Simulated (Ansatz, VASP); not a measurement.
# Cross-check of SiC (Moissanite 3C) between VASP and Ansatz, part 2 of 2

One calculation is typed for both programs; each brings its own data sets. How far apart do they land? The cell is taken from a series of VASP runs on this material, whose earlier steps may have relaxed, scaled or displaced it; both programs get it as it stands. Valence electrons are named where the data sets of a main pair hold unlike numbers.

VASP 6.6.1 and Ansatz 0.2.0.

So far: The starting structure; VASP: band structure, HSE06.

## (3) Ansatz: band structure, HSE06

Level of this step: Ansatz beside VASP: Kohn-Sham DFT, plane waves, HSE06 (Ansatz).

Ansatz runs on its default PAW (the set named soft_2) files.

The same cell, functional, mesh and smearing now go to Ansatz, which takes its cutoff from its data sets.

Input file input.yaml:

```yaml
crystal:
  lattice:
    - [0.0, 2.179, 2.179]
    - [2.179, 0.0, 2.179]
    - [2.179, 2.179, 0.0]
  atoms:
    - { symbol: Si, position: [0.0, 0.0, 0.0] }
    - { symbol: C, position: [0.75, 0.75, 0.75] }
hamiltonian:
  xc: { exchange: pbe, correlation: pbe, exx: { coeff: 0.25, omega: 0.2 } }
  pseudopotentials: { kind: paw }
kpoints:
  mp_grid: { grid: [6, 6, 6] }
  band_path:
    path:
      - [0.0, 0.0, 0.0]
      - [0.5, 0.0, 0.5]
      - [0.5, 0.22222, 0.72222]
      - [0.40278, 0.34722, 0.75]
      - [0.125, 0.125, 0.25]
      - [0.27778, 0.27778, 0.27778]
      - [0.55556, 0.38889, 0.55556]
      - [0.58333, 0.25, 0.66667]
      - [0.5, 0.30556, 0.69444]
      - [0.48611, 0.48611, 0.52778]
      - [0.625, 0.25, 0.625]
      - [0.5, 0.0, 0.5]
    npoints: 1
scf:
  occupations: { method: gaussian, width: 0.03 }
  n_extra_bands: 7
output:
  forces: true
  stress: true
  eigenvalues: true
  write_density: true
  write_potential: true
  elf: true
  volumetric_format: npy
```

On the command line:

```bash
$ ansatz run input.yaml --threads 4 --pin off --max-ram 9216MiB --backend cpu --events-out ev --progress --plain --runs-dir out
```

Numbers of over 12 decimals in the logs are rounded to 6 here.

The program printed:

```text
Warning: output.stress: scf.convergence.dr2_threshold = 1e-7 eV (the SCF's general default) is looser than the 2e-10 eV advised for a printed stress (1e-10 eV for each atom of the cell: 2). What an SCF threshold leaves in a stress goes as its square root, and in the free energy as the threshold itself, and one threshold admits the most on a small cell: [figures from the program's tests cut] Set scf.convergence.dr2_threshold to 2e-10 eV or tighter. The threshold is an SCF's pass mark: one that does not reach it within its budget of iterations ends unconverged, or closes short of it on a stop that the run arms, and scf.convergence.dr2_threshold's page says what that costs each kind of run
Warning: output.stress: scf.exx.energy_threshold = 1e-6 eV is looser than the 2e-8 eV advised for a stress under a hybrid functional (1e-8 eV for each atom of the cell: 2). Every SCF of the exchange loop can meet its threshold on dr2 while the loop round them stops early: no threshold on dr2 bounds what that leaves in the stress. Set scf.exx.energy_threshold to 2e-8 eV or tighter. The threshold is the loop's pass mark: a loop that does not reach it within its budget of cycles ends unconverged, and scf.exx.energy_threshold's page has the law
scf.n_extra_bands = 7 over 4 filled bands (N_el = 8.0): the run solves 11 bands
Engine: ansatz 0.2.0, aarch64-unknown-linux-gnu
Pseudopotentials: kind: paw
Pseudopotential: Si, paw, valence charge 4, recommended cutoff 420 eV (normal), Si.paw.azcp
Pseudopotential: C, paw, valence charge 4, recommended cutoff 420 eV (normal), C.paw.azcp
Functional definition: unnamed
  parameter a_1 = 0.25
  parameter omega_1 = 0.2/angstrom
  exchange = pbe_x + (-a_1)*pbe_x_sr(omega_1) + a_1*exact_x_sr(omega_1)
  correlation = pbe_c
Crystal: 2 atoms, lattice volume = 20.692 Å³
Basis set: ecut = 420 eV, 411 PW (Γ), exchange–correlation on 48×48×48 points (8 copies of the dense FFT grid, shifted against one another)
Bands: 11, of which v1, the nominal top of the filled ones, is band 4 counted from 1 (3 counted from 0)
Symmetry: 24 space group operations
Space group: F-43m (ITA 216), of the structure as read, at distance tolerance 2.7e-5 Å
k-points: 16 of 216 (time reversal used)
Non-local potential: Si, projectors of the file, l = 0: 2, l = 1: 2, l = 2: 2
Non-local potential: C, projectors of the file, l = 0: 2, l = 1: 2, l = 2: 1
PAW form: soft (Blöchl's): semilocal exchange-correlation on the pseudo side does not see the compensation charge
PAW frozen core: Si, regenerated for the run's functional, and the local potential with it (the file was generated under x = pbe(κ = 0.804, μ = 0.219515), c = pbe(β = 0.066725))
PAW frozen core: C, regenerated for the run's functional, and the local potential with it (the file was generated under x = pbe(κ = 0.804, μ = 0.219515), c = pbe(β = 0.066725))
PAW one-centre angular grid: Si, 110 points (default); XC on 64 Gauss nodes
PAW one-centre angular grid: C, 110 points (default); XC on 64 Gauss nodes
Initial density: superposition of atomic densities (neutral atoms: chi_scale 0, normalization atom), corrected by the library's trained network
Initial wavefunctions: pseudopotential atomic-orbital guess
Functional: x = pbe(κ = 0.804, μ = 0.219515), c = pbe(β = 0.066725), warm-up for x = pbe(κ = 0.804, μ = 0.219515) + 0.25 (exact − pbe) at short range (hse, ω = 0.2 Å⁻¹), c = pbe(β = 0.066725)
SCF iter   1: F=—  HF=-887.142384 eV  |F-HF|=—  |Δ(HF+E_count)|=         —  Δρ=1.49e-3  dr2=3.45e-4  ethr=1.77e-3  ⟨swp⟩=6.6  Hψ=857  notcnv=0
preconditioner: auto → none  [insulator: Δε(μ)=1.335 eV  Ē_g=17.559 eV  σ=0.030 eV  W_gap=1.00  n_scr=0 (ndim 8)  ℏωp=23.1 eV  f_vac=0.000  D(μ)=0.00/eV (n_scr^D=0)]
iter 2 solved again at ethr=2.68e-7 eV; its pass at ethr=4.31e-6 eV (dr2=2.15e-5 eV) is discarded
SCF iter   2: F=-887.142484 eV  HF=-887.142442 eV  |F-HF|=4.26e-5  |Δ(HF+E_count)|=   5.73e-5  Δρ=5.66e-4  dr2=2.24e-5  ethr=2.68e-7  ⟨swp⟩=2.2  Hψ=597  notcnv=0  defer=1
SCF 1 stopped early in 2 iterations: F = -887.142484 eV  dr2 = 2.24e-5
  greatest PAW one-centre occupation: 0.644 electrons in one spin orbital (limit 2), on the C atom at site 1 (counted from 0), in its partial waves of l = 0
Initial density: handed on by an earlier stage of this run
Initial wavefunctions: those handed on with the density
Functional: x = pbe(κ = 0.804, μ = 0.219515) + 0.25 (exact − pbe) at short range (hse, ω = 0.2 Å⁻¹), c = pbe(β = 0.066725)
Exchange kernel: α = 0.2500, screened, ω = 0.2000 Å⁻¹, Wigner–Seitz truncation, v(0) = 1121.4450 eV·Å³, q-mesh 6×6×6, nearest image of the exchange supercell L = 18.49 Å, pair-density grid 12×12×12, without the augmentation charges, whose exchange is taken in its separable form by FFT convolution over the k-point mesh (sized by the pseudopotential files, 18×18×18 at the most), smooth part of the exact exchange by density-matrix convolution
Frozen-core exchange: fock
SCF iter   1: F=—  HF=-887.786611 eV  |F-HF|=—  |Δ(HF+E_count)|=         —  Δρ=5.56e-3  dr2=4.02e-3  ethr=2.80e-6  ⟨swp⟩=7.5  Hψ=871  notcnv=0
preconditioner: auto → none  [insulator: Δε(μ)=2.214 eV  Ē_g=19.688 eV  σ=0.030 eV  W_gap=1.00  n_scr=0 (ndim 8)  ℏωp=23.1 eV  f_vac=0.000  D(μ)=0.00/eV (n_scr^D=0)]
SCF iter   2: F=—  HF=-887.785031 eV  |F-HF|=—  |Δ(HF+E_count)|=   1.58e-3  Δρ=2.59e-3  dr2=8.69e-4  ethr=2.80e-6  ⟨swp⟩=3.0  Hψ=386  notcnv=0
SCF iter   3: F=—  HF=-887.786896 eV  |F-HF|=—  |Δ(HF+E_count)|=   1.87e-3  Δρ=7.02e-4  dr2=1.11e-4  ethr=2.80e-6  ⟨swp⟩=3.2  Hψ=309  notcnv=0  defer=3
SCF iter   4: F=—  HF=-887.786864 eV  |F-HF|=—  |Δ(HF+E_count)|=   3.28e-5  Δρ=2.17e-4  dr2=1.21e-5  ethr=1.28e-6  ⟨swp⟩=2.7  Hψ=273  notcnv=0
SCF iter   5: F=-887.786877 eV  HF=-887.786877 eV  |F-HF|=5.34e-7  |Δ(HF+E_count)|=   1.39e-5  Δρ=9.11e-5  dr2=1.42e-6  ethr=1.24e-7  ⟨swp⟩=2.7  Hψ=259  notcnv=0  defer=2
SCF 2 stopped early in 5 iterations: F = -887.786877 eV  dr2 = 1.42e-6
  greatest PAW one-centre occupation: 0.646 electrons in one spin orbital (limit 2), on the C atom at site 1 (counted from 0), in its partial waves of l = 0
hybrid outer 1: dexx = +2.389e-3 eV, tail = 4.86e-6 eV
Exchange kernel: α = 0.2500, screened, ω = 0.2000 Å⁻¹, Wigner–Seitz truncation, v(0) = 1121.4450 eV·Å³, q-mesh 6×6×6, nearest image of the exchange supercell L = 18.49 Å, pair-density grid 12×12×12, without the augmentation charges, whose exchange is taken in its separable form by FFT convolution over the k-point mesh (sized by the pseudopotential files, 18×18×18 at the most), smooth part of the exact exchange by density-matrix convolution
Frozen-core exchange: fock
SCF iter   1: F=—  HF=-887.786868 eV  |F-HF|=—  |Δ(HF+E_count)|=         —  Δρ=3.36e-5  dr2=2.07e-7  ethr=3.04e-7  ⟨swp⟩=5.2  Hψ=517  notcnv=0
preconditioner: auto → none  [insulator: Δε(μ)=2.248 eV  Ē_g=19.690 eV  σ=0.030 eV  W_gap=1.00  n_scr=0 (ndim 8)  ℏωp=23.1 eV  f_vac=0.000  D(μ)=0.00/eV (n_scr^D=0)]
SCF iter   2: F=-887.786868 eV  HF=-887.786868 eV  |F-HF|=6.58e-10  |Δ(HF+E_count)|=   5.36e-8  Δρ=8.17e-6  dr2=1.09e-8  ethr=2.53e-9  ⟨swp⟩=2.6  Hψ=251  notcnv=0
SCF 3 converged in 2 iterations: F = -887.786868 eV  dr2 = 1.09e-8
  Residual-converged pass: ⟨swp⟩=3.2  Hψ=307  notcnv=0  max |occ|·‖R‖ = 2.0e-6 eV (tolerance 2.4e-6 eV)  dr2=1.08e-8  dr2_onsite=2.88e-10  max |Δocc| = 0.0e0
hybrid outer 2: dexx = +2.802e-8 eV, tail = 2.28e-8 eV, Δε = 1.24e-3 eV (about 1.28e-4 eV left of the loop's levels)
NSCF: frozen V_eff on 12 k-points
hybrid SCF converged: 2 outer / 7 inner (+2 warm-up), last move |dexx| = 2.80e-8 eV, tail = 2.28e-8 eV
Stability not checked: this state was not tested for a lower state beside it, because the functional holds exact exchange (a hybrid, or Hartree-Fock), whose exchange loop this test does not read (fock_operator; see scf.lower_state_search)
Free energy (F): -887.786868 eV
Frozen-core exchange: fock
Harris-Foulkes:  -887.786868 eV  (|F-HF|=6.58e-10)
Internal energy: -887.786868 eV  (E = F + TS)
E sigma→0 (E₀):  -887.786868 eV
Fermi energy:    9.987583 eV
--- Per-component energies (eV) ---
  E_band       = 19.045225
  E_kinetic    = 135.744486
  E_local      = -103.338634  (includes V_loc(G=0)·N_el)
  E_nonlocal   = 50.549876
  E_hartree    = 32.166172
  E_xc         = -85.581183
  E_vxc        = -88.231939  (∫ρ·V_xc dr)
  E_exx        = -15.321963  (= α·E_x^exact, valence–valence)
  E_paw        = -617.145453  (= ΣΔE_a)
  E_vpaw       = -9.366303  (= ΣTr[D̂ρ^β])
  E_aug_tail   = 0.000011  (compensation charges beyond the density's cutoff)
  E_ewald      = -284.783780
  E_core_change = -0.076398  (= ΣΔE_core)
  E_smearing   = -0.000000  (= −TS)
  E_closure    = -0.000001  (closes the sum)
  Σ components = -887.786868   (vs F -887.786868, Δ=-1.14e-13)
--- Forces (eV/Å), atoms counted from 1 ---
  atom   1  Si    -0.00000000    -0.00000000     0.00000000
  atom   2  C      0.00000000    -0.00000000    -0.00000000
  max |Σ_I F_I| component: 1.85e-16 eV/Å
--- Stress (GPa, compression-positive) ---
       -1.406616      -0.000000      -0.000000
       -0.000000      -1.406616       0.000000
       -0.000000       0.000000      -1.406616
  P = ⅓ Tr σ = -1.4066 GPa (-14.066 kbar)
--- Band table (eV; the first three rows and the last of 16) ---
  k-point 0: bands = [-8.1161, 8.8637, 8.8637, 8.8637, 16.4028, 17.4836, 17.4836, 17.4836, ... 3 higher]
  k-point 1: bands = [-7.5304, 6.2833, 8.5064, 8.5064, 16.4774, 18.0486, 18.0486, 18.6627, ... 3 higher]
  k-point 2: bands = [-5.8750, 2.0879, 7.9407, 7.9407, 15.7790, 17.8220, 17.8220, 20.3340, ... 3 higher]
  k-point 15: bands = [-2.5311, 0.8936, 3.9482, 4.1372, 13.9030, 17.2101, 21.2912, 22.7365, ... 3 higher]
```

It took 9.2 s on 4 threads of Arm Neoverse V2, shared host; peak memory 0.58 GiB.

In the SCF lines HF is the Harris–Foulkes energy and dr2 the Hartree energy of the density residual, in eV; the loop may stop once dr2 is under the threshold and the program's other checks hold. Hψ counts applications of the Hamiltonian.

## (4) Side by side

Known differences besides the potentials themselves: exact exchange at q = 0 is treated differently, which shows on coarse meshes; VASP keeps PBE cores, Ansatz makes them for the functional; the cutoff is 420 eV in Ansatz and 460 eV in VASP; VASP takes a coarser grid for exact exchange (PRECFOCK = Fast). Total energies have different zeros and are not compared.

The two programs side by side:

| quantity | Ansatz | VASP | difference |
| --- | --- | --- | --- |
| gap over the path points (eV) | 2.248 | 2.252 | -0.004 |

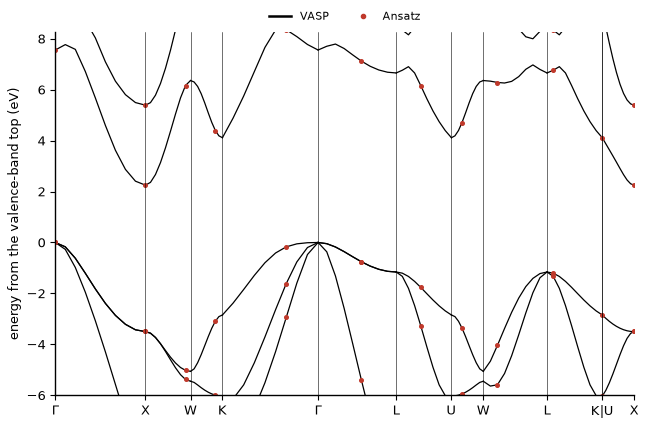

Bands from VASP (lines) and levels from Ansatz (dots). Dots without a line are higher empty bands that the VASP plot leaves out.

Levels at points of the path, from each program's valence-band top (eV; 3 filled, then empty):

| k (reciprocal lattice) | Ansatz | VASP |
| --- | --- | --- |
| 0.000 0.000 0.000 | 0.00 0.00 0.00 7.54 8.62 8.62 | 0.00 0.00 0.00 7.56 8.61 8.61 |
| 0.500 0.000 0.500 | -8.54 -3.49 -3.49 2.25 5.39 15.94 | -8.54 -3.50 -3.50 2.25 5.39 15.96 |
| 0.500 0.222 0.722 | -7.72 -5.38 -5.01 6.16 10.12 11.14 | -7.73 -5.38 -5.02 6.17 10.12 11.15 |
| 0.403 0.347 0.750 | -7.93 -5.99 -3.09 4.39 9.15 12.98 | -7.94 -5.99 -3.09 4.40 9.16 13.00 |
| 0.125 0.125 0.250 | -2.94 -1.61 -0.17 8.35 8.68 9.14 | -2.95 -1.62 -0.17 8.36 8.68 9.13 |
| 0.278 0.278 0.278 | -5.41 -0.76 -0.76 7.12 9.19 9.19 | -5.42 -0.76 -0.76 7.12 9.18 9.18 |
| 0.556 0.389 0.556 | -8.87 -3.26 -1.76 6.16 9.09 10.01 | -8.88 -3.27 -1.76 6.16 9.10 10.02 |
| 0.583 0.250 0.667 | -7.89 -5.94 -3.36 4.71 9.22 12.59 | -7.91 -5.95 -3.37 4.71 9.23 12.61 |
| 0.500 0.306 0.694 | -7.79 -5.58 -4.03 6.28 9.76 11.49 | -7.80 -5.59 -4.04 6.28 9.76 11.50 |
| 0.486 0.486 0.528 | -9.32 -1.33 -1.20 6.76 8.34 8.60 | -9.33 -1.33 -1.20 6.76 8.34 8.60 |

Among the levels compared at these points, filled levels agree within 12 meV and empty ones within 21 meV.

## (5) Results

```yaml
largest_difference_of_a_filled_level_at_the_path_points_band_structure_hse06: 12 meV
```

The largest difference of a filled level at the path points is 12 meV (band structure, HSE06), within the 80 meV picked in this series as the mark of a large difference. Such differences can come from data sets, numerical settings and the points named under the comparisons, not from the functional's error against experiment.

[Lines on the potential files, build, host, timing and source positions are cut from VASP's logs without a mark.]

[Logs are printed without paths, hosts, clocks, repeated set-up lines and the standing remarks that a program may print on its own settings, such as how far it seeks lower states.]

[Hosts, paths, dates, database ids (printed as entryN), source tags and the programs' standing remarks are cut or masked in the printed files.]
